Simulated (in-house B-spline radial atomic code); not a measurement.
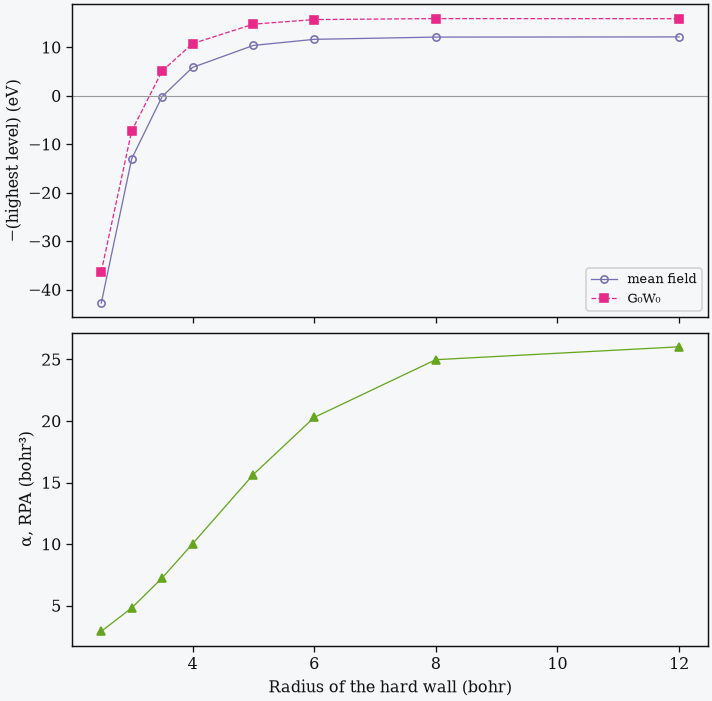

Tc⁺ ([Kr] 4d⁵ 5s) confined in a hard spherical wall, PBE start. All-electron spherical atom, scalar X2C, no spin-orbit coupling, Breit or QED terms; computed with a B-spline radial code.

### Describe the effect of the wall.

As the wall closes from 12 to 2.5 bohr, the mean-field binding energy of 5s↑ goes from 12.15 to −42.78 eV, so the level rises above zero, and the G₀W₀ value from 15.91 (at 12 bohr) to −36.28 eV (at 2.5 bohr). The RPA-screened polarisability falls from 26.0 to 2.92 bohr³, and the RPA correlation energy goes from −3.15 to −3.22 hartree.
